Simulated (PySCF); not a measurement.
# One shape, several levels: [HSO2]− (SMILES O=[SH][O-])

We compute a comparison of 6 runs (B3LYP/STO-3G, PBE0/STO-3G, UPBE0/STO-3G, wB97X-V/STO-3G, UMP2/STO-3G, CCSDTQ/STO-3G) of [HSO2]−. 

The results are computed with PySCF 2.14.0.

16 further runs of the same task are left out: 7 that didn't finish, 9 set aside as unsound or not needed.

## (1) The structure to begin with

[HSO2]−: 4 atoms, total charge -1, spin state singlet. SMILES: `O=[SH][O-]`. One bond was lengthened or shortened from a relaxed shape.

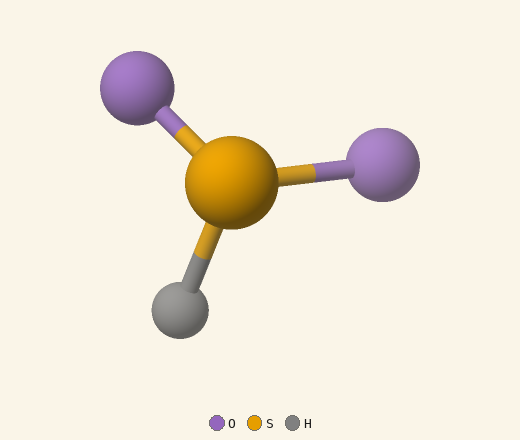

The structure, seen from a chosen angle (oxygen purple, sulfur amber, hydrogen grey).

## (2) A single-point energy at B3LYP/STO-3G (run 1)

File mol.xyz:

```xyz
4
HO2S
O     -1.439531     0.208062     0.614979
S     -0.440381    -0.165548    -0.418141
O      1.007500    -0.941190     0.274450
H      0.148479     1.286492    -0.817581
```

File job.py:

```python
from pyscf import gto, dft

mol = gto.Mole()
mol.atom = 'mol.xyz'
mol.charge = -1
mol.max_memory = 1860
mol.spin = 0
mol.basis = 'sto-3g'
mol.verbose = 3
mol.build()

myscf = dft.RKS(mol)
myscf.xc = 'b3lyp'
myscf.grids.level = 5
myscf.conv_tol = 1e-10
myscf.kernel()
if not myscf.converged:
    myscf = myscf.newton().run(myscf.mo_coeff, myscf.mo_occ)

etot = myscf.e_tot
print(f'total energy: {etot:.8f} hartree')
```

The run is started by

```bash
$ OMP_NUM_THREADS=1 python job.py
```

Standard output:

```text
converged SCF energy = -542.344216604141
total energy: -542.34421660 hartree
```

Wall time 2.6 s (1 thread of Arm Neoverse V2, shared host); peak memory 0.2 GiB.

## (3) A single-point energy at PBE0/STO-3G (run 2)

File run.py:

```python
from pyscf import gto, dft

mol = gto.M(
    atom='''
O     -2.720319     0.393180     1.162142
S     -0.832199    -0.312840    -0.790172
O      1.903899    -1.778591     0.518635
H      0.280585     2.431118    -1.545004
''',
    max_memory=1860,
    basis='sto-3g',
    charge=-1,
    verbose=4,
    unit='bohr',
    spin=0,
)

mf = dft.RKS(mol, xc='pbe0')
mf.grids.level = 5
mf.conv_tol = 1e-10
mf.kernel()
if not mf.converged:
    mf = mf.newton().run(mf.mo_coeff, mf.mo_occ)

e_tot = mf.e_tot
print('E(%s) = %.9f' % ('PBE0', e_tot))
```

The run is started by

```bash
$ OMP_NUM_THREADS=1 python run.py
```

Standard output:

```text
PySCF version 2.14.0

[... 73 lines left out ...]
converged SCF energy = -542.082364811739
E(PBE0) = -542.082364812
```

It took 2.5 s on 1 thread of Arm Neoverse V2, shared host; peak memory 0.2 GiB.

Runs 3 to 5 aren't shown in full; the table further down has their settings and results.

## (4) A single-point energy at CCSDTQ/STO-3G (run 6)

File input.py:

```python
from pyscf import gto, scf, cc

mol = gto.M(
    atom=[
    ('O', (-1.439531, 0.208062, 0.614979)),
    ('S', (-0.440381, -0.165548, -0.418141)),
    ('O', (1.007500, -0.941190, 0.274450)),
    ('H', (0.148479, 1.286492, -0.817581)),
],
    basis='sto-3g',
    charge=-1,
    max_memory=1860,
    verbose=3,
)

mf = scf.RHF(mol)
mf.conv_tol = 1e-10
mf.kernel()
if not mf.converged:
    mf = mf.newton().run(mf.mo_coeff, mf.mo_occ)

mycc = cc.CCSDTQ(mf, frozen=7)
mycc.kernel()
e_final = mycc.e_tot
print('Final energy', e_final)
```

The run is started by

```bash
$ OMP_NUM_THREADS=1 python input.py
```

Standard output:

```text
converged SCF energy = -541.010587903618
_make_eris_incore_RCCSDTQ
RCCSDTQ converged
E(RCCSDTQ) = -541.1542130312903   E_corr = -0.1436251276724492
E_corr(same-spin) = -0.0235220673778391
E_corr(oppo-spin) = -0.12010306029461
Final energy -541.1542130312903
```

Wall time 15 s (1 thread of Arm Neoverse V2, shared host); peak memory 0.12 GiB.

## (5) The series

```csv
run,level,follow instability,nlc grid,energy (Eh),HOMO energy (eV),LUMO energy (eV),HOMO–LUMO gap (eV),wall time
1,B3LYP/STO-3G,–,–,-542.344217,7.60,12.22,4.63,2.6 s
2,PBE0/STO-3G,–,–,-542.082365,7.31,12.44,5.14,2.5 s
3,UPBE0/STO-3G,yes,–,-542.082365,7.31,12.44,5.14,7.2 s
4,wB97X-V/STO-3G,–,1,-542.247801,4.86,14.68,9.82,16 s
5,UMP2/STO-3G,yes,–,-541.104267,2.42,16.22,13.80,0.62 s
6,CCSDTQ/STO-3G,–,–,-541.154213,2.42,16.22,13.80,15 s
```

## (6) Summary of results

| quantity | value |
| --- | --- |
| run 6: total energy | -541.15421 Eh |
| run 6: HOMO energy (Hartree–Fock orbitals) | 2.42 eV |
| run 6: LUMO energy (Hartree–Fock orbitals) | 16.22 eV |
| run 6: HOMO–LUMO gap (to an unbound level, set by the basis) | 13.80 eV |
| run 6: correlation energy (7 core orbitals frozen) | -143.6 mEh |
| run 6: T1 diagnostic | 0.041 |

**Reading.** Over runs 1, 2, 3, 4 the HOMO–LUMO gap runs from 4.63 eV (B3LYP/STO-3G) to 9.82 eV (wB97X-V/STO-3G). The empty levels of an anion lie above zero and hang on the basis. Totals of different functionals can't be ranked against each other. In runs 1, 2, 3, 4, 5, 6 the HOMO lies above zero, so the outermost electron may be held by the basis alone. In runs 1, 2, 3, 4, 5, 6 the basis is minimal, so the values are rough. All runs together took 44 s, the longest 16 s.
